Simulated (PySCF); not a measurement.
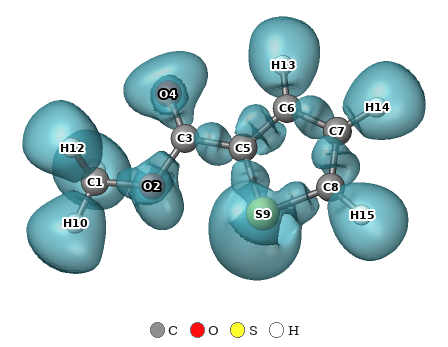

The picture shows: C$_{6}$H$_{6}$O$_{2}$S (SMILES COC(=O)c1cccs1). Isosurface of the ELF at 0.75 (cyan), seen at a tilt. Core shells and regions of very low density are left out.

Geometry: GFN2-xTB.

These are results of PySCF 2.14.0, KT3/pcSseg-1, SCF density, in a water solvent model, non-relativistic, not measurements.

Input

```
{"job": {"xc": "KT3", "basis": "pcSseg-1", "solvent": "water", "kind": "nmr", "pop": true}, "charge": 0, "multiplicity": 1}
C     -2.998702    -0.481255    -0.543629
O     -1.584882    -0.584332    -0.503029
C     -0.951617     0.317329     0.267272
O     -1.517567     1.175074     0.900648
C      0.493513     0.124689     0.237980
C      1.436491     0.861933     0.906525
C      2.744851     0.412130     0.662641
C      2.776628    -0.654905    -0.184189
S      1.215972    -1.134892    -0.702066
H     -3.341491    -1.274384    -1.202798
H     -3.296905     0.495927    -0.929275
H     -3.417068    -0.604681     0.457483
H      1.177472     1.688926     1.542018
H      3.622969     0.857525     1.094005
H      3.635923    -1.191095    -0.535925
```

Command:

```sh
OMP_NUM_THREADS=1 python ens_run.py task.json out
```

> Where are the electrons localised?

The surface consists of four regions between bonded C–C atoms (shared pairs), six regions around hydrogen nuclei, two regions on O in which the atom's valence shell and bonds are merged and one region on S in which the atom's valence shell and bonds are merged.

Values along the shortest contacts:
C–O (1.21 Å): the ELF peaks at about 0.85 between the atoms (a short, multiple covalent bond). C–C (1.36 Å): the ELF peaks at about 0.95 between the atoms, as expected for localised, covalent bonding.
